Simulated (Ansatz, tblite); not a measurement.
**[WO3(NH2)]- (H₂NO₃W−): spin-state energies by level**

Aim: set other spin states of [WO3(NH2)]- (H₂NO₃W−) against its singlet, on many levels of theory.

Method: as each input shows; program: Ansatz 0.2.0, Gaussian basis.

Levels to be run: triplet, at the geometry of the singlet (GFN1-xTB, GFN2-xTB, PBE0-D4/def2-TZVPD, PBE-D4/def2-TZVPD, r2SCAN-D4/def2-TZVPD); the singlet's energies come from earlier runs.

## 1. The structure

The geometry is that of the singlet, from an earlier relaxation (PBE-D4/def2-SVPD).

7 atoms, charge -1, spin multiplicity 1.

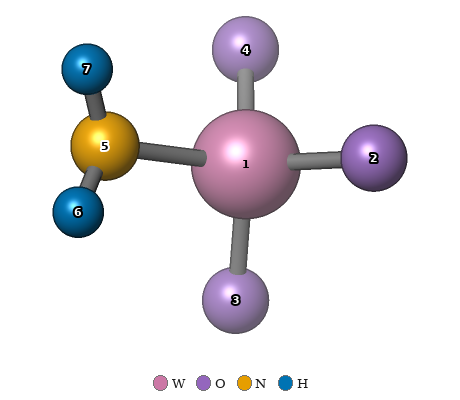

The structure; tungsten pink, oxygen purple, nitrogen amber, hydrogen blue; atoms are numbered from 1 in the order of the file.

Geometry (Å):

```xyz
7

W     0.3678    0.6468    0.2236
O     0.3488    0.6150    1.9983
O     2.0441    0.6089   -0.3534
O    -0.5012    2.0833   -0.3478
N    -0.5673   -0.9751   -0.5450
H    -0.1140   -1.8904   -0.5246
H    -1.5782   -1.0885   -0.4510
```

Formally the metal is d0. W takes a core potential in the def2 sets. No spin-orbit coupling is included. The ion is computed in the gas phase, without counter-ions or solvent.

## 2. Triplet at the fixed geometry, GFN1-xTB

Tight binding, by tblite at 300 K electronic temperature and without a spin-polarisation term:

```python
tblite.interface.Calculator('GFN1-xTB', numbers, positions, charge=-1, uhf=2).singlepoint()
```

Energy -568.1074 eV; 0.005 s.

## 3. Triplet at the fixed geometry, GFN2-xTB

Tight binding, by tblite at 300 K electronic temperature and without a spin-polarisation term:

```python
tblite.interface.Calculator('GFN2-xTB', numbers, positions, charge=-1, uhf=2).singlepoint()
```

Energy -508.6359 eV; 0.005 s.

## 4. Triplet at the fixed geometry, PBE0-D4/def2-TZVPD

in.yaml

```yaml
crystal:
  periodic: [false, false, false]
  atoms:
    - {symbol: W, position_ang: [0.367785, 0.646790, 0.223567]}
    - {symbol: O, position_ang: [0.348847, 0.615003, 1.998324]}
    - {symbol: O, position_ang: [2.044098, 0.608929, -0.353410]}
    - {symbol: O, position_ang: [-0.501239, 2.083317, -0.347767]}
    - {symbol: N, position_ang: [-0.567307, -0.975112, -0.545049]}
    - {symbol: H, position_ang: [-0.114002, -1.890386, -0.524628]}
    - {symbol: H, position_ang: [-1.578192, -1.088541, -0.451037]}
basis:
  gaussian: {orbitals: def2-TZVPD}
total_charge: -1
magnetization: {spin_polarized: true, initial_magnetization: 2}
hamiltonian: {xc: pbe0, dispersion: d4}
scf: {omitted_lower_state_checks: [starts]}
output: {orbitals: {seedname: orbitals}}
```

Started as:

```bash
$ ansatz run in.yaml --threads 4 --pin off --events-out ev --progress --plain --max-ram 3916MiB
```

The log of the run:

```text
Functional definition: PBE0
  name "PBE0"
  cite "Adamo & Barone, J. Chem. Phys. 110, 6158 (1999) doi:10.1063/1.478522"
  cite "Perdew, Burke & Ernzerhof, Phys. Rev. Lett. 77, 3865 (1996) doi:10.1103/PhysRevLett.77.3865"
  parent pbe
  parameter a = 0.25
  parameter kappa = 0.804
  parameter beta = 0.06672455060314922
  exchange = (1 - a)*pbe_x(kappa = kappa, mu = beta*pi^2/3) + a*exact_x
  correlation = pbe_c(beta = beta)
these checks for a lower state are left out or cut short: starts
1249 factors; their error is unknown
mean field evaluation 1: about -9473.0507 eV, gradient 5.7e1 eV
mean field evaluation 2: about -9358.3811 eV, gradient 1.8e2 eV
mean field evaluation 4: about -9476.5367 eV, gradient 4.4e1 eV
mean field evaluation 8: about -9486.6495 eV, gradient 3.8e0 eV
mean field evaluation 16: about -9486.7549 eV, gradient 2.3e-1 eV
mean field evaluation 32: about -9486.8022 eV, gradient 3.3e-4 eV
mean field -9486.80222847 eV, -348.6335515108 hartree, gradient 8.1e-6 eV, S^2 2.037686; 0 other end points of the search recorded, 0 dependent functions left out
reference -9486.80227467 eV, -348.6335532085 hartree; 25, 23 occupied and 193, 195 virtual orbitals, 1249 factors
Total energy: -9486.95827917 eV, -348.6392862681 hartree
Checks for a lower state left out: starts
```

Wall time 17 s (4 threads of Arm Neoverse V2, shared host); peak memory 0.96 GiB.

From the report: HOMO 1.67 eV, LUMO -0.60 eV (over both spins; with the spin held, an empty level of the minority spin lies below the top filled one); ⟨S²⟩ 2.038 (pure: 2.00). Doubts: highest occupied level lies above zero.

## 5. Triplet at the fixed geometry, PBE-D4/def2-TZVPD

start.molden holds the orbitals of an earlier run on this state, given as this run's starting guess.

in.yaml: that of step 4 with these lines changed.

```diff
@@ -11,6 +11,6 @@
 basis:
-  gaussian: {orbitals: def2-TZVPD}
+  gaussian: {orbitals: def2-TZVPD, initial_orbitals: start.molden}
 total_charge: -1
 magnetization: {spin_polarized: true, initial_magnetization: 2}
-hamiltonian: {xc: pbe0, dispersion: d4}
+hamiltonian: {xc: pbe, dispersion: d4}
 scf: {omitted_lower_state_checks: [starts]}
```

Same command.

The log of the run:

```text
Functional definition: PBE
  name "PBE"
  cite "Perdew, Burke & Ernzerhof, Phys. Rev. Lett. 77, 3865 (1996) doi:10.1103/PhysRevLett.77.3865"
  parent pbe
  parameter kappa = 0.804
  parameter beta = 0.06672455060314922
  exchange = pbe_x(kappa = kappa, mu = beta*pi^2/3)
  correlation = pbe_c(beta = beta)
these checks for a lower state are left out or cut short: starts
1179 factors; their error is unknown
mean field evaluation 1: about -9489.1278 eV, gradient 7.7e0 eV
mean field evaluation 2: about -9489.3798 eV, gradient 4.6e-1 eV
mean field evaluation 4: about -9489.4698 eV, gradient 1.1e-1 eV
mean field evaluation 8: about -9489.5580 eV, gradient 1.5e0 eV
mean field evaluation 16: about -9489.5787 eV, gradient 4.5e-1 eV
mean field evaluation 32: about -9489.5801 eV, gradient 1.1e-4 eV
mean field -9489.58014465 eV, -348.7356380474 hartree, gradient 2.1e-6 eV, S^2 2.007039; 0 other end points of the search recorded, 0 dependent functions left out
reference -9489.58020339 eV, -348.7356402060 hartree; 25, 23 occupied and 193, 195 virtual orbitals, 1179 factors
Total energy: -9489.76416461 eV, -348.7424006564 hartree
Checks for a lower state left out: starts
```

It took 15 s on 4 threads of Arm Neoverse V2, shared host; peak memory 0.59 GiB.

HOMO 1.86 eV, LUMO -2.53 eV (over both spins; with the spin held, an empty level of the minority spin lies below the top filled one); ⟨S²⟩ 2.007 (pure: 2.00). Doubts: highest occupied level lies above zero.

## 6. Triplet at the fixed geometry, r2SCAN-D4/def2-TZVPD

in.yaml: that of step 5 with these lines changed.

```diff
@@ -14,3 +14,3 @@
 magnetization: {spin_polarized: true, initial_magnetization: 2}
-hamiltonian: {xc: pbe, dispersion: d4}
+hamiltonian: {xc: r2scan, dispersion: d4}
 scf: {omitted_lower_state_checks: [starts]}
```

Launched as before.

The log of the run:

```text
Functional definition: r2SCAN
  name "r2SCAN"
  cite "Furness, Kaplan, Ning, Perdew & Sun, J. Phys. Chem. Lett. 11, 8208 (2020) doi:10.1021/acs.jpclett.0c02405"
  cite "Furness, Kaplan, Ning, Perdew & Sun, J. Phys. Chem. Lett. 11, 9248 (2020) doi:10.1021/acs.jpclett.0c03077"
  parent r2scan
  parameter k0 = 0.174
  parameter k1 = 0.065
  parameter a1 = 4.9479
  exchange = r2scan_x(k0 = k0, k1 = k1, a1 = a1)
  correlation = r2scan_c
these checks for a lower state are left out or cut short: starts
1179 factors; their error is unknown
mean field evaluation 1: about -9493.0936 eV, gradient 4.2e0 eV
mean field evaluation 2: about -9493.1764 eV, gradient 2.1e-1 eV
mean field evaluation 4: about -9493.1757 eV, gradient 1.2e-1 eV
mean field evaluation 8: about -9493.1760 eV, gradient 8.3e-3 eV
mean field evaluation 16: about -9493.1760 eV, gradient 2.0e-5 eV
mean field -9493.17599374 eV, -348.8677830640 hartree, gradient 8.8e-6 eV, S^2 2.021810; 0 other end points of the search recorded, 0 dependent functions left out
reference -9493.17602973 eV, -348.8677843868 hartree; 25, 23 occupied and 193, 195 virtual orbitals, 1179 factors
Total energy: -9493.21913537 eV, -348.8693684899 hartree
Checks for a lower state left out: starts
```

Run time: 25 s. Hardware: 4 threads of Arm Neoverse V2, shared host; peak memory 0.69 GiB.

HOMO 2.83 eV, LUMO -1.38 eV (over both spins; with the spin held, an empty level of the minority spin lies below the top filled one); ⟨S²⟩ 2.022 (pure: 2.00). Doubts: highest occupied level lies above zero.

## 7. Triplet less singlet, vertical

The singlet's energies are those of its earlier runs, whose logs aren't repeated here.

```
               level  triplet less singlet, vertical (eV)     time
            GFN1-xTB                               +5.524  0.009 s
            GFN2-xTB                               +4.542  0.008 s
   PBE-D4/def2-TZVPD                               +4.352     17 s
r2SCAN-D4/def2-TZVPD                               +4.601     29 s
  PBE0-D4/def2-TZVPD                               +4.580     19 s
```

Times add the two runs; a level without a time comes out of a correlated run. Tight binding without a spin term can't rank spin states.

## 8. Results

```
                                                 quantity                                     value
triplet less singlet, vertical, functionals in def2-TZVPD  +4.352 (PBE-D4) to +4.601 eV (r2SCAN-D4)
```

All functionals put the triplet above the singlet, over a spread of 0.249 eV. The checks for a lower triplet were left out, so another state of that spin may lie lower. The singlet here is a closed shell; an open-shell singlet can lie lower. These are electronic energies, without zero-point motion, entropy or surroundings. Spin-orbit coupling is left out too; for so heavy a metal it can shift spin gaps by tenths of an eV.

The anion's highest level is positive in at least one run, so there the basis alone may hold the extra electron.
